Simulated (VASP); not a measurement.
# A VASP study of Bi2Pd (Urvantsevite) (PBEsol): structure first, properties next, part 3 of 4

Aim: relax Bi2Pd (Urvantsevite) with PBEsol, compute its properties on that cell and hold them against experiment. The start is a cell from a database of measured crystal structures.

VASP 6.6.1; PBEsol; plane waves and PAW (Bi_d, Pd).

So far. Step 5 (Bands along the symmetry lines (PBEsol)): There is no gap at this level. Step 6 (Total and projected DOS (PBEsol)): The finer mesh and the other smearing move the Fermi level by +0.03 eV from the 9×9×9 run, a small shift, which tests the Fermi level alone. Of the states within 0.3 eV of the Fermi level, the largest shares in the PAW spheres are Bi p 33 % and Pd d 23 %. The rest lies in smaller channels or between the spheres. The relaxed cell has a = 3.360, c = 12.817 Å (conventional setting).

### 7. Vibrations at Γ (PBEsol)

Zone-centre modes test whether the atoms sit at a minimum within this cell. IBRION = 8 takes the force constants from linear response, which needs tightly converged orbitals.

INCAR

```
SYSTEM = Bi2Pd
PREC = Accurate
ENCUT = 400
EDIFF = 1E-08
NELM = 100
ISMEAR = 1
SIGMA = 0.2
LREAL = .FALSE.
ALGO = Normal
GGA = PS
NBANDS = 26
LASPH = .TRUE.
LORBIT = 11
LWAVE = .FALSE.
LCHARG = .FALSE.
KPAR = 2
IBRION = 8
ISIF = 2
```

POSCAR

```
Bi2Pd
1.0
   -1.6797932146      1.6797932146      6.4086962640
    1.6797932146     -1.6797932146      6.4086962640
    1.6797932146      1.6797932146     -6.4086962640
Bi Pd
2 1
Direct
    0.3636036828      0.3636036828      0.0000000000
    0.6363963172      0.6363963172      0.0000000000
    0.0000000000      0.0000000000      0.0000000000
```

KPOINTS

```
Automatic mesh
0
Gamma
16 16 16
0 0 0
```

Potentials, in the order of the species: Bi_d and Pd (PBE family, release 64).

Launch:

```
> mpirun -np 2 vasp_std
```

Log:

```text
[... set-up lines as in an earlier step ...]
 entering main loop
       N       E                     dE             d eps       ncg     rms          rms(c)
DAV:   1     0.377651650379E+03    0.37765E+03   -0.17973E+04 18256   0.160E+03
DAV:   2     0.170964281079E+02   -0.36056E+03   -0.35337E+03 18580   0.439E+02
DAV:   3    -0.144594576293E+02   -0.31556E+02   -0.31177E+02 22070   0.148E+02
DAV:   4    -0.154584901139E+02   -0.99903E+00   -0.99655E+00 21956   0.278E+01
DAV:   5    -0.154968787244E+02   -0.38389E-01   -0.38385E-01 24924   0.484E+00    0.466E+00
DAV:   6    -0.153179249732E+02    0.17895E+00   -0.32350E-01 19990   0.458E+00    0.236E+00
DAV:   7    -0.152811537484E+02    0.36771E-01   -0.16174E-01 21394   0.304E+00    0.945E-01
DAV:   8    -0.152729865705E+02    0.81672E-02   -0.58167E-02 19186   0.156E+00    0.368E-01
DAV:   9    -0.152721329734E+02    0.85360E-03   -0.60032E-03 23964   0.661E-01    0.690E-02
DAV:  10    -0.152720714502E+02    0.61523E-04   -0.57681E-04 19696   0.183E-01    0.278E-02
DAV:  11    -0.152720711444E+02    0.30589E-06   -0.71371E-05 24146   0.630E-02    0.531E-03
DAV:  12    -0.152720705369E+02    0.60746E-06   -0.46110E-06 22976   0.184E-02    0.260E-03
DAV:  13    -0.152720700818E+02    0.45513E-06   -0.25936E-07 21890   0.357E-03    0.593E-04
DAV:  14    -0.152720699694E+02    0.11240E-06   -0.99377E-09 11688   0.853E-04    0.220E-04
DAV:  15    -0.152720699461E+02    0.23236E-07   -0.31128E-09 10320   0.674E-04    0.229E-05
DAV:  16    -0.152720699437E+02    0.24011E-08   -0.70925E-10 10010   0.250E-04
   1 F= -.15272070E+02 E0= -.15272152E+02  d E =0.244893E-03
 Linear response reoptimize wavefunctions to high precision
DAV:   1    -0.152720699443E+02   -0.58299E-09   -0.23776E-10 10116   0.162E-04
DAV:   2    -0.152720699443E+02   -0.14552E-10   -0.97533E-11  9870   0.918E-05
 Linear response DOF=           4
 Linear response progress:
  Degree of freedom:   1/  4
       N       E                     dE             d eps       ncg     rms          rms(c)
RMM:   1    -0.317749237650E+00   -0.31775E+00    0.27414E-01 72996   0.881E+00
RMM:   2    -0.324426690353E+00   -0.66775E-02   -0.18060E-02 97949   0.101E+00    0.406E-02
RMM:   3    -0.324464817750E+00   -0.38127E-04   -0.14920E-03107639   0.267E-01    0.228E-02
RMM:   4    -0.324231963510E+00    0.23285E-03   -0.87015E-05109616   0.731E-02    0.559E-03
RMM:   5    -0.324226014331E+00    0.59492E-05   -0.12932E-05108926   0.227E-02    0.264E-03
RMM:   6    -0.324230627981E+00   -0.46137E-05   -0.26668E-06110324   0.943E-03    0.568E-04
RMM:   7    -0.324232452649E+00   -0.18247E-05   -0.10968E-06113011   0.318E-03    0.407E-04
RMM:   8    -0.324231716547E+00    0.73610E-06   -0.21887E-07111167   0.117E-03    0.531E-05
RMM:   9    -0.324231438570E+00    0.27798E-06   -0.11377E-07112338   0.525E-04    0.286E-05
RMM:  10    -0.324231316360E+00    0.12221E-06   -0.53349E-08114420   0.258E-04    0.151E-05
RMM:  11    -0.324231208370E+00    0.10799E-06   -0.25804E-08111897   0.155E-04    0.364E-06
RMM:  12    -0.324231194156E+00    0.14213E-07   -0.17399E-08118734   0.984E-05    0.250E-06
RMM:  13    -0.324231173920E+00    0.20236E-07   -0.35434E-09113682   0.722E-05    0.113E-06
RMM:  14    -0.324231166790E+00    0.71300E-08   -0.10186E-09101258   0.596E-05    0.409E-07
 first order change of Fermi-energy  -0.47606E-06
 force on displaced ion       1 direction 1 :  -1.271   0.000   0.000
 Linear response progress:
  Degree of freedom:   2/  4
       N       E                     dE             d eps       ncg     rms          rms(c)
RMM:   1    -0.356940876274E+00   -0.35694E+00    0.32911E-01 23116   0.898E+00
RMM:   2    -0.364068954292E+00   -0.71281E-02   -0.21702E-02 31239   0.111E+00    0.884E-02
RMM:   3    -0.364231899647E+00   -0.16295E-03   -0.17264E-03 33815   0.298E-01    0.559E-02
RMM:   4    -0.364117459068E+00    0.11444E-03   -0.15577E-04 32504   0.983E-02    0.321E-02
RMM:   5    -0.364026056214E+00    0.91403E-04   -0.29697E-05 30279   0.410E-02    0.505E-03
RMM:   6    -0.364030012307E+00   -0.39561E-05   -0.45184E-06 35791   0.194E-02    0.166E-03
RMM:   7    -0.364037648436E+00   -0.76361E-05   -0.19297E-06 33985   0.658E-03    0.620E-04
RMM:   8    -0.364037898300E+00   -0.24986E-06   -0.45348E-07 35691   0.273E-03    0.272E-04
RMM:   9    -0.364037404858E+00    0.49344E-06   -0.18080E-07 33645   0.115E-03    0.106E-04
RMM:  10    -0.364037398428E+00    0.64299E-08   -0.11274E-07 36195   0.537E-04    0.258E-05
RMM:  11    -0.364037460747E+00   -0.62319E-07   -0.83032E-09 35765   0.272E-04    0.138E-05
RMM:  12    -0.364037485449E+00   -0.24702E-07   -0.22951E-08 36849   0.155E-04    0.757E-06
RMM:  13    -0.364037536448E+00   -0.50999E-07   -0.24429E-08 35497   0.100E-04    0.179E-06
RMM:  14    -0.364037529506E+00    0.69414E-08   -0.68201E-09 37621   0.679E-05    0.138E-06
 first order change of Fermi-energy   0.41143E+00
 force on displaced ion       1 direction 3 :  -0.000  -0.000  -4.610
 Linear response progress:
  Degree of freedom:   3/  4
       N       E                     dE             d eps       ncg     rms          rms(c)
RMM:   1    -0.256939968425E+00   -0.25694E+00   -0.25022E-01 55208   0.217E+00
RMM:   2    -0.256572704038E+00    0.36726E-03   -0.18236E-02 53832   0.548E-01    0.800E-02
RMM:   3    -0.256864417049E+00   -0.29171E-03   -0.36949E-04 57958   0.946E-02    0.495E-02
RMM:   4    -0.257302262667E+00   -0.43785E-03   -0.11422E-04 57930   0.545E-02    0.647E-03
RMM:   5    -0.257272714749E+00    0.29548E-04   -0.63326E-06 59225   0.159E-02    0.464E-03
RMM:   6    -0.257231539839E+00    0.41175E-04   -0.15079E-06 58287   0.622E-03    0.857E-04
RMM:   7    -0.257217339846E+00    0.14200E-04   -0.27122E-07 64013   0.292E-03    0.797E-04
RMM:   8    -0.257218493281E+00   -0.11534E-05   -0.30732E-08 58906   0.842E-04    0.442E-04
RMM:   9    -0.257221759629E+00   -0.32663E-05   -0.17482E-08 60148   0.739E-04    0.101E-04
RMM:  10    -0.257220649016E+00    0.11106E-05    0.92940E-09 62220   0.254E-04    0.154E-05
RMM:  11    -0.257220738109E+00   -0.89093E-07    0.90858E-09 63520   0.910E-05    0.771E-06
RMM:  12    -0.257220700977E+00    0.37133E-07    0.57454E-09 65549   0.524E-05    0.265E-06
RMM:  13    -0.257220709621E+00   -0.86440E-08   -0.72999E-09 58663   0.337E-05    0.100E-06
 first order change of Fermi-energy  -0.73308E-04
 force on displaced ion       3 direction 1 :  -2.344   0.000  -0.000
 Linear response progress:
  Degree of freedom:   4/  4
       N       E                     dE             d eps       ncg     rms          rms(c)
RMM:   1    -0.276219045825E+00   -0.27622E+00   -0.26257E-01 44021   0.233E+00
RMM:   2    -0.273462852843E+00    0.27562E-02   -0.20530E-02 30210   0.764E-01    0.781E-02
RMM:   3    -0.273575216414E+00   -0.11236E-03   -0.49993E-04 29757   0.184E-01    0.467E-02
RMM:   4    -0.273830640007E+00   -0.25542E-03   -0.69879E-05 31167   0.647E-02    0.187E-02
RMM:   5    -0.274008080170E+00   -0.17744E-03   -0.29122E-05 34024   0.312E-02    0.500E-03
RMM:   6    -0.273979774609E+00    0.28306E-04   -0.16629E-06 29257   0.111E-02    0.165E-03
RMM:   7    -0.273980309703E+00   -0.53509E-06   -0.14211E-06 33711   0.409E-03    0.625E-04
RMM:   8    -0.273979766069E+00    0.54363E-06   -0.19449E-07 33055   0.140E-03    0.260E-04
RMM:   9    -0.273974769191E+00    0.49969E-05   -0.55223E-08 33381   0.528E-04    0.777E-05
RMM:  10    -0.273974036950E+00    0.73224E-06   -0.87907E-08 32428   0.287E-04    0.126E-05
RMM:  11    -0.273973910838E+00    0.12611E-06   -0.33806E-08 37462   0.119E-04    0.862E-06
RMM:  12    -0.273974025567E+00   -0.11473E-06   -0.11289E-10 35630   0.502E-05    0.118E-06
RMM:  13    -0.273974023383E+00    0.21839E-08   -0.89654E-09 37115   0.311E-05    0.652E-07
 first order change of Fermi-energy  -0.21870E-03
 force on displaced ion       3 direction 3 :  -0.000  -0.000  -3.476
 Linear response finished
```

The job ended after 69 min (2 MPI ranks of AMD EPYC 9R45, shared host; peak memory 5.3 GiB; 2.3 h of CPU time).

From OUTCAR (step 7):

```text
   k-points           NKPTS =    349   k-points in BZ     NKDIM =    349   number of bands    NBANDS=     26

   NELECT =      40.0000    total number of electrons

  Total        0.0000572      0.0000572      0.0036842      0.0000000      0.0000000      0.0000000
  in kB        0.0012672      0.0012672      0.0816034      0.0000000      0.0000000      0.0000000
  external PRESSURE =       0.0280459 kB  Pullay stress =       0.0000000 kB

 POSITION                                       TOTAL-FORCE (eV/Angst)
 -----------------------------------------------------------------------------------
      0.00000      0.00000      4.66045         0.000000      0.000000     -0.029845
      0.00000      0.00000      8.15694        -0.000000     -0.000000      0.029845
      0.00000      0.00000      0.00000        -0.000000     -0.000000      0.000000
 -----------------------------------------------------------------------------------
    total drift:                                0.000000     -0.000000      0.000000

 Eigenvectors and eigenvalues of the dynamical matrix
 ----------------------------------------------------

   1 f  =    3.167385 THz    19.901264 2PiTHz  105.652576 cm-1    13.099244 meV
             X         Y         Z           dx          dy          dz
      0.000000  0.000000  4.660451     0.000000    0.000000   -0.319584
      0.000000  0.000000  8.156941     0.000000    0.000000   -0.319584
      0.000000  0.000000  0.000000    -0.000000   -0.000000    0.892038

   2 f  =    2.955191 THz    18.568013 2PiTHz   98.574563 cm-1    12.221683 meV
             X         Y         Z           dx          dy          dz
      0.000000  0.000000  4.660451    -0.000000   -0.000000    0.707107
      0.000000  0.000000  8.156941    -0.000000   -0.000000   -0.707107
      0.000000  0.000000  0.000000     0.000000   -0.000000    0.000000

   3 f  =    2.598142 THz    16.324610 2PiTHz   86.664703 cm-1    10.745049 meV
             X         Y         Z           dx          dy          dz
      0.000000  0.000000  4.660451     0.000000   -0.318149    0.000000
      0.000000  0.000000  8.156941     0.000000   -0.318149   -0.000000
      0.000000  0.000000  0.000000    -0.000000    0.893063    0.000000

   4 f  =    2.598142 THz    16.324610 2PiTHz   86.664703 cm-1    10.745049 meV
             X         Y         Z           dx          dy          dz
      0.000000  0.000000  4.660451    -0.318149   -0.000000   -0.000000
      0.000000  0.000000  8.156941    -0.318149   -0.000000    0.000000
      0.000000  0.000000  0.000000     0.893063    0.000000   -0.000000

   5 f  =    1.267826 THz     7.965986 2PiTHz   42.290125 cm-1     5.243305 meV
             X         Y         Z           dx          dy          dz
      0.000000  0.000000  4.660451     0.541867    0.454291    0.000000
      0.000000  0.000000  8.156941    -0.541867   -0.454291   -0.000000
      0.000000  0.000000  0.000000    -0.000000   -0.000000    0.000000

   6 f  =    1.267826 THz     7.965986 2PiTHz   42.290125 cm-1     5.243305 meV
             X         Y         Z           dx          dy          dz
      0.000000  0.000000  4.660451    -0.454291    0.541867    0.000000
      0.000000  0.000000  8.156941     0.454291   -0.541867   -0.000000
      0.000000  0.000000  0.000000    -0.000000   -0.000000   -0.000000

   7 f/i=    0.001637 THz     0.010283 2PiTHz    0.054589 cm-1     0.006768 meV
             X         Y         Z           dx          dy          dz
      0.000000  0.000000  4.660451     0.631491    0.000000   -0.000000
      0.000000  0.000000  8.156941     0.631491    0.000000    0.000000
      0.000000  0.000000  0.000000     0.449931    0.000000    0.000000

   8 f/i=    0.001637 THz     0.010283 2PiTHz    0.054589 cm-1     0.006768 meV
             X         Y         Z           dx          dy          dz
      0.000000  0.000000  4.660451    -0.000000    0.631491    0.000000
      0.000000  0.000000  8.156941    -0.000000    0.631491    0.000000
      0.000000  0.000000  0.000000    -0.000000    0.449931    0.000000

   9 f/i=    0.005206 THz     0.032712 2PiTHz    0.173661 cm-1     0.021531 meV
             X         Y         Z           dx          dy          dz
      0.000000  0.000000  4.660451    -0.000000    0.000000   -0.630766
      0.000000  0.000000  8.156941    -0.000000    0.000000   -0.630766
      0.000000  0.000000  0.000000    -0.000000    0.000000   -0.451960

 ELASTIC MODULI CONTR FROM IONIC RELAXATION (kBar)
 Direction    XX          YY          ZZ          XY          YZ          ZX
 --------------------------------------------------------------------------------
 XX        -184.9050   -184.9050   -254.8790      0.0000      0.0000     -0.0000
 YY        -184.9050   -184.9050   -254.8790      0.0000      0.0000     -0.0000
 ZZ        -254.8790   -254.8790   -351.3333      0.0000      0.0000     -0.0000
 XY           0.0000      0.0000      0.0000     -0.0000     -0.0000      0.0000
 YZ           0.0000      0.0000      0.0000     -0.0000   -234.4023     -0.0000
 ZX          -0.0000     -0.0000     -0.0000      0.0000     -0.0000    -64.6329
 --------------------------------------------------------------------------------

[... 6 parts as in an earlier step ...]

[... 4 further parts left out ...]
```

Energies printed during the response cycles are not total energies of the cell.

This step gave:

```
bands                     : 26
irreducible k-points      : 349
pressure of the cell      : 0.002805 GPa
largest force of the cell : 0.02985 eV/Å
Fermi energy              : 9.200 eV
```

The modes at Γ (shares of kinetic energy by element, %):

```tsv
mode	frequency (cm⁻¹)	symmetry	Bi %	Pd %
1	-0.2	acoustic	80	20
2	-0.1	acoustic	80	20
3	-0.1	acoustic	80	20
4	42.3	Eg	100	0
5	42.3	Eg	100	0
6	86.7	Eu	20	80
7	86.7	Eu	20	80
8	98.6	A1g	100	0
9	105.7	A2u	20	80
```

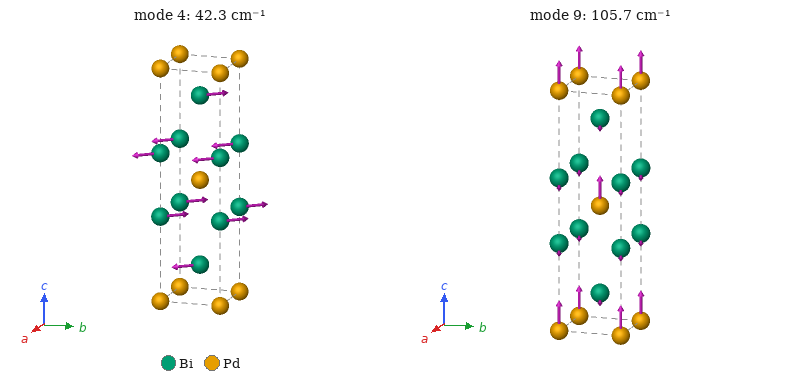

Displacement patterns of modes 4 and 9 at Γ; arrows are exaggerated. Some periodic images of atoms are drawn too.

The three acoustic modes lie within 0.2 cm⁻¹ of zero, and all others are real. By the characters of their eigenvectors the optical modes sort into (cm⁻¹) Raman active: Eg 42, A1g 99; infrared active: Eu 87, A2u 106. With a centre of inversion no mode is active in both.

### 8. Field gradients at the nuclei (PBEsol)

Field gradients probe how far the charge around each nucleus departs from cubic symmetry; LASPH keeps the non-spherical terms inside the spheres.

INCAR: that of step 7 with these lines changed.

```diff
@@ -3,3 +3,3 @@
 ENCUT = 400
-EDIFF = 1E-08
+EDIFF = 1E-07
 NELM = 100
@@ -16,3 +16,2 @@
 KPAR = 2
-IBRION = 8
-ISIF = 2
+LEFG = .TRUE.
```

POSCAR is that of step 7.

KPOINTS

```
Automatic mesh
0
Gamma
9 9 9
0 0 0
```

Launch:

```
> mpirun -np 2 vasp_std
```

Log:

```text
[... set-up lines as in an earlier step ...]
 entering main loop
       N       E                     dE             d eps       ncg     rms          rms(c)
[... 11 cycles as in an earlier step ...]
DAV:  12    -0.152624735191E+02    0.53123E-06   -0.44279E-06  4890   0.176E-02    0.258E-03
DAV:  13    -0.152624730434E+02    0.47570E-06   -0.24108E-07  3678   0.353E-03    0.535E-04
DAV:  14    -0.152624729540E+02    0.89439E-07   -0.19330E-08  2202   0.155E-03
ion   1
     0.0000000     0.0000000    -0.0000000    -0.0002158    -0.0000000    -0.0000000
     0.0000690     0.0000000    -0.0000000    -0.0002158    -0.0000000    -0.0000000
     0.0000950     0.0000000    -0.0000000    -0.0002158    -0.0000000    -0.0000000
     0.0001308     0.0000000    -0.0000000    -0.0002158    -0.0000000    -0.0000000
     0.0001801     0.0000000    -0.0000000    -0.0002158    -0.0000000    -0.0000000

     0.0000000     0.0000000     0.0000000   -18.1598006    -0.0000000     0.0000000
     0.0000690     0.0000000     0.0000000   -18.1288857    -0.0000000     0.0000000
     0.0000950     0.0000000     0.0000000   -18.1147167    -0.0000000     0.0000000
     0.0001308     0.0000000     0.0000000   -18.0934682    -0.0000000     0.0000000
     0.0001801     0.0000000     0.0000000   -18.0617429    -0.0000000     0.0000000

ion   2
     0.0000000     0.0000000    -0.0000000    -0.0002158    -0.0000000    -0.0000000
     0.0000690     0.0000000    -0.0000000    -0.0002158    -0.0000000    -0.0000000
     0.0000950     0.0000000    -0.0000000    -0.0002158    -0.0000000    -0.0000000
     0.0001308     0.0000000    -0.0000000    -0.0002158    -0.0000000    -0.0000000
     0.0001801     0.0000000    -0.0000000    -0.0002158    -0.0000000    -0.0000000

     0.0000000     0.0000000    -0.0000000   -18.1598006     0.0000000    -0.0000000
     0.0000690     0.0000000    -0.0000000   -18.1288857     0.0000000    -0.0000000
     0.0000950     0.0000000    -0.0000000   -18.1147167     0.0000000    -0.0000000
     0.0001308     0.0000000    -0.0000000   -18.0934682     0.0000000    -0.0000000
     0.0001801     0.0000000    -0.0000000   -18.0617429     0.0000000    -0.0000000

ion   3
     0.0000000     0.0000000     0.0000000    -0.0269249     0.0000000    -0.0000000
     0.0000551     0.0000000     0.0000000    -0.0269249     0.0000000    -0.0000000
     0.0000758     0.0000000     0.0000000    -0.0269249     0.0000000    -0.0000000
     0.0001045     0.0000000     0.0000000    -0.0269249     0.0000000    -0.0000000
     0.0001438     0.0000000     0.0000000    -0.0269249     0.0000000    -0.0000000

     0.0000000     0.0000000     0.0000000    11.1132701     0.0000000    -0.0000000
     0.0000551     0.0000000     0.0000000    11.1124932     0.0000000    -0.0000000
     0.0000758     0.0000000     0.0000000    11.1121472     0.0000000    -0.0000000
     0.0001045     0.0000000     0.0000000    11.1116388     0.0000000    -0.0000000
     0.0001438     0.0000000     0.0000000    11.1109033     0.0000000    -0.0000000

   1 F= -.15262473E+02 E0= -.15261148E+02  d E =-.397618E-02
```

Run time: 75 s. Hardware: 2 MPI ranks; peak memory 0.68 GiB.

(Continued in part 4 of 4.)

[Lines on the potential files, build, host, timing and source positions are cut from VASP's logs without a mark.]

[Logs are printed without paths, hosts, clocks, repeated set-up lines and the standing remarks that a program may print on its own settings, such as how far it seeks lower states.]

[Hosts, paths, dates, database ids (printed as entryN), source tags and the programs' standing remarks are cut or masked in the printed files.]

[A measured line is paired with the nearest computed mode of its activity, which favours agreement.]
